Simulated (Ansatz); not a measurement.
**CH7BrSi2: up Jacob's ladder to CCSD(T)**

How much do the methods differ for CH7BrSi2? The plan is to run it at one geometry with functionals of several rungs and with coupled cluster, and see how far each lands from CCSD(T) at the basis-set limit for the atomisation energy.

Method: functionals in def2-TZVPP, the program's frozen cores in correlated methods; program: Ansatz 0.2.0, Gaussian basis.

Levels to be run: PBE-D4, r2SCAN-D4, PBE0-D4, B3LYP-D4, ωB97X-V, ωB97M-V, B2PLYP; CCSD(T)/def2-TZVPP; MP2/def2-QZVPP; extrapolation to the limit.

### Step 1. The relaxed structure

An earlier PBE0-D4 in a triple-zeta def2 set relaxation fixed the geometry.

11 atoms, charge 0, spin multiplicity 1.

Atoms are counted from 1 here; the program's logs count them from 0.

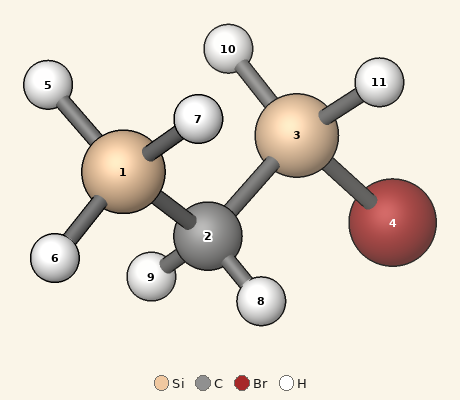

The geometry (silicon light orange, carbon grey, bromine red, hydrogen white); atoms are numbered from 1 in the order of the file.

Geometry (Å):

```mol
CH7BrSi2
  3D, bonds by distance, orders not assigned

 11 10  0  0  0  0  0  0  0  0999 V2000
   -0.0061    1.6398    0.1998 Si  0  0
   -0.6696   -0.1154    0.2635 C   0  0
    0.5152   -1.3973   -0.3692 Si  0  0
   -0.3923   -3.4285   -0.2321 Br  0  0
    0.3265    2.0104   -1.2011 H   0  0
   -1.0171    2.5966    0.7209 H   0  0
    1.2269    1.7504    1.0232 H   0  0
   -0.9303   -0.3588    1.2987 H   0  0
   -1.5913   -0.1682   -0.3251 H   0  0
    0.8448   -1.1643   -1.7956 H   0  0
    1.7587   -1.4219    0.4374 H   0  0
  1  2  8  0
  2  3  8  0
  3  4  8  0
  1  5  8  0
  1  6  8  0
  1  7  8  0
  2  8  8  0
  2  9  8  0
  3 10  8  0
  3 11  8  0
M  END
```

### Step 2. PBE-D4 (GGA)

Contents of in.yaml:

```yaml
crystal:
  periodic: [false, false, false]
  atoms:
    - {symbol: Si, position_ang: [-0.006126, 1.639798, 0.199842]}
    - {symbol: C, position_ang: [-0.669572, -0.115392, 0.263512]}
    - {symbol: Si, position_ang: [0.515212, -1.397287, -0.369199]}
    - {symbol: Br, position_ang: [-0.392348, -3.428451, -0.232097]}
    - {symbol: H, position_ang: [0.326463, 2.010421, -1.201116]}
    - {symbol: H, position_ang: [-1.017130, 2.596551, 0.720878]}
    - {symbol: H, position_ang: [1.226903, 1.750419, 1.023239]}
    - {symbol: H, position_ang: [-0.930257, -0.358755, 1.298700]}
    - {symbol: H, position_ang: [-1.591258, -0.168177, -0.325121]}
    - {symbol: H, position_ang: [0.844833, -1.164279, -1.795556]}
    - {symbol: H, position_ang: [1.758680, -1.421947, 0.437418]}
basis:
  gaussian: {orbitals: def2-TZVPP}
hamiltonian: {xc: pbe, dispersion: d4}
output: {forces: true, orbitals: {seedname: orbitals}}
```

The run is started by

```
ansatz run in.yaml --threads 4 --pin off --events-out ev --progress --plain --max-ram 10444MiB
```

The runs that follow: r2SCAN-D4 (meta-GGA); PBE0-D4 (hybrid); B3LYP-D4 (hybrid); ωB97X-V (range-separated); ωB97M-V (range-separated); B2PLYP (double hybrid); CCSD(T) in def2-TZVPP; MP2 in def2-QZVPP.

**Question.** What will the summary of the whole plan be? Wanted: atomisation energy, CCSD(T)/CBS; farthest; mean size of error, hybrid; mean size of error, range-separated; gap, smallest and largest; T1 diagnostic; triples share of the correlation energy.

As calculated:

| quantity | value |
| --- | --- |
| atomisation energy, CCSD(T)/CBS | 36.692 eV |
| functionals within 0.367 eV (1.0 %) | PBE-D4, r2SCAN-D4, B3LYP-D4, ωB97X-V, ωB97M-V |
| farthest | B2PLYP (-0.677 eV) |
| mean size of error, hybrid | 0.327 eV |
| mean size of error, range-separated | 0.094 eV |
| gap, smallest and largest | 5.89 eV (PBE-D4), 12.39 eV (ωB97X-V) |
| T1 diagnostic | 0.0090 |
| triples share of the correlation energy | 3.4 % |

**Reading.** PBE-D4 is off by -0.338 eV. Double hybrids carry the basis error of their MP2 part in triple zeta, and no dispersion term here, so their miss is partly the set-up's. Misses under about 0.367 eV are within the doubt on the reference itself, which lacks core-valence correlation, relativity and higher excitations, and its outer-core shells are covered unevenly. All levels share the lack of spin-orbit coupling, which lowers the free heavy atoms and so the true binding. Hartree-Fock recovers 77 % of the binding; the rest is correlation. The gap grows from 5.9 to 12.4 eV across the functionals, mostly with the share of exact exchange. Correlated methods include outer-core shells of Br, which these sets cover unevenly.
